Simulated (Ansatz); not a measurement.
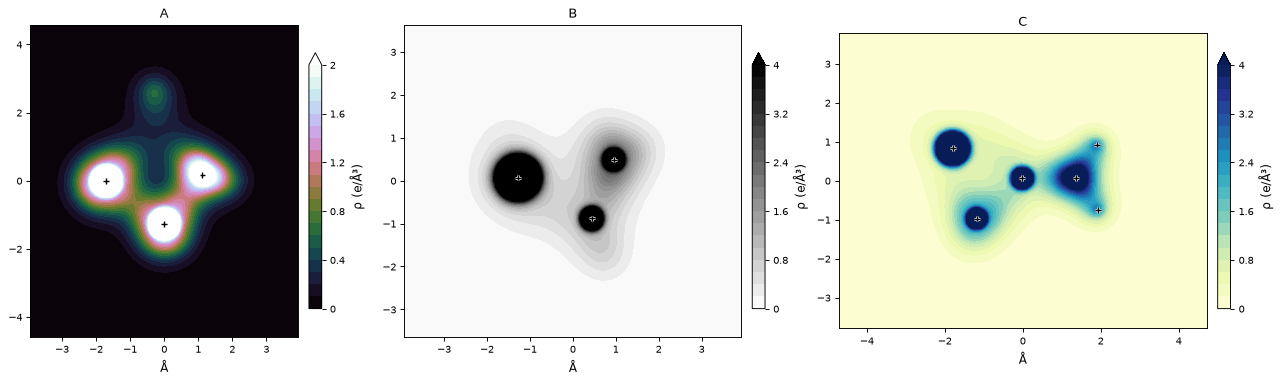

The total electron density of 3 systems, each on a plane through atoms (crosses mark nuclei in the plane).

Method: Ansatz, RKS PBE0-D4/def2-TZVPP.

System 1: CH5BGe (SMILES [BH]1[CH2][GeH2]1), the plane of atoms B1, Ge3 and C2. Geometry: PBE0-D4/def2-TZVP.

```xyz
8

B    -0.9340    0.3956   -0.5431
C    -0.0526    0.9343    0.4959
Ge    0.1704   -1.1977   -0.2366
H    -1.3881    0.8413   -1.5451
H     0.1044    0.5111    1.4868
H     0.4447    1.8974    0.3817
H     0.4955   -1.7855    1.1430
H     1.2517   -1.6535   -1.2384
```

System 2: CH6BNSi (SMILES NB1C[SiH2]1), the plane of atoms N1, B2 and Si4. Geometry: PBE0-D4/def2-TZVP.

```xyz
10

N    -1.5219    0.4465   -1.0567
B    -0.4072    0.1886   -0.2938
C     0.3692   -1.0352    0.2856
Si    1.1653    0.6283    0.7623
H    -1.8176    1.3776   -1.2961
H    -2.1148   -0.2809   -1.4256
H    -0.0995   -1.6237    1.0745
H     0.9185   -1.6721   -0.4083
H     1.0985    1.0038    2.1961
H     2.4927    0.9161    0.1651
```

System 3: CH4S2Si (SMILES C1[SiH2]SS1), the plane of atoms C1, S4 and S3. Geometry: PBE0-D4/def2-TZVP.

```xyz
8

C    -0.5136    0.7709   -0.3390
Si    0.2836   -0.5715    0.6995
S     1.6845   -0.9298   -0.8792
S     0.0621   -0.0138   -1.8875
H    -1.6020    0.8237   -0.3194
H    -0.0779    1.7648   -0.2246
H     0.9120   -0.1987    1.9940
H    -0.6566   -1.7027    0.9005
```

Which map belongs to which system?

Answer. Panel A is system 3, CH4S2Si: the plane holds C and S. C–S (1.83 Å): ρ is about 1.2 e/Å³ halfway. Panel B is system 1, CH5BGe: the plane holds B, C and Ge. C–B (1.47 Å): ρ at the midpoint is about 1.6 e/Å³. Panel C is system 2, CH6BNSi: the plane holds N, B, C, Si and H. B–N (1.38 Å): ρ at the midpoint is about 2 e/Å³.
